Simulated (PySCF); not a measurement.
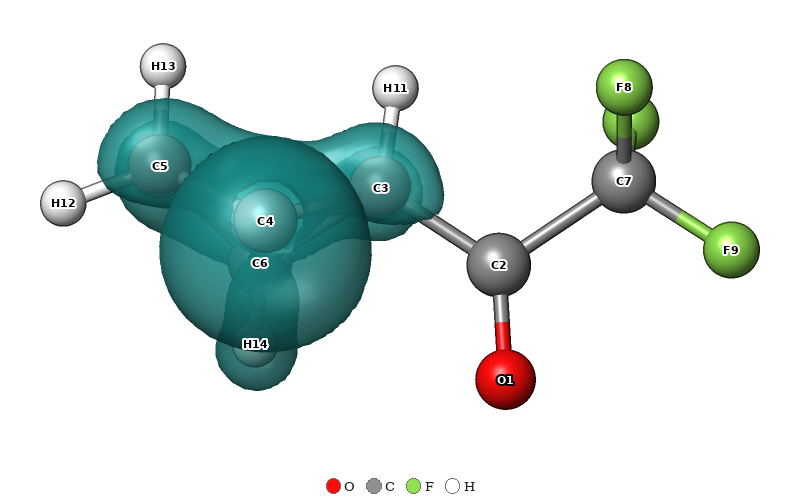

*C$_{6}$H$_{4}$F$_{3}$O (doublet). Isosurfaces of the spin density (α minus β) at +0.02 (teal) and −0.02 e/Å³ (pink), seen across its widest extent.*

Geometry: GFN2-xTB.

These are results of UKS B3LYP, pcH-1 on C F H O, non-relativistic, mean-field spin-orbit, GIAO in PySCF, not measurements.

```yaml
atoms:
  - { symbol: O, position_ang: [-1.0963, -1.3119, -1.3694] }
  - { symbol: C, position_ang: [-1.0246, -0.3737, -0.6238] }
  - { symbol: C, position_ang: [0.1719, 0.1213, 0.0628] }
  - { symbol: C, position_ang: [1.4700, 0.1206, -0.7064] }
  - { symbol: C, position_ang: [2.4412, 0.1148, 0.4183] }
  - { symbol: C, position_ang: [1.3102, -0.9072, 0.2713] }
  - { symbol: C, position_ang: [-2.2931, 0.4620, -0.2769] }
  - { symbol: F, position_ang: [-2.1334, 1.7504, -0.6185] }
  - { symbol: F, position_ang: [-3.3875, 0.0164, -0.8822] }
  - { symbol: F, position_ang: [-2.5267, 0.4450, 1.0485] }
  - { symbol: H, position_ang: [0.0030, 0.8883, 0.8150] }
  - { symbol: H, position_ang: [3.4396, -0.2342, 0.2011] }
  - { symbol: H, position_ang: [2.3833, 0.8645, 1.1999] }
  - { symbol: H, position_ang: [1.2417, -1.9568, 0.4380] }
```

**Where is the unpaired spin?**

The unpaired spin (1 electron) lies mostly on C4 (about 0.7), C6 (about 0.1), C5 (about 0.1) and C3 (about 0.1), in electrons by Hirshfeld's partition. Only one sign reaches the isovalue.
